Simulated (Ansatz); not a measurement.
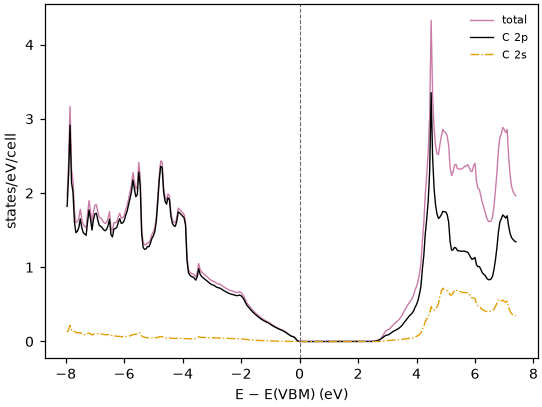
Figure. Total and projected density of states of C in space group P6_3/mmc (No. 194; C on 6h), the program Ansatz at the r²SCAN level (PAW)

**Question.** Which orbitals carry the states next to the gap?

**Answer.** Top 1 eV of the valence band: C 2p 97 %. Bottom 1 eV of the conduction band: C 2p 61 %, C 2s 7 %, outside the projected shells 31 %. Projections are on Löwdin-orthogonalised atomic valence shells; empty p or d shells of many metals are not among them.

The start of the workflow was typed in or built on a structure type. Its sites differ from those of the usual phase in this space group: another stacking or structure type. The r²SCAN relaxation kept the symmetry of its start; its stability against distortions is not shown here.

Potentials: the earlier of the program's two PAW sets.
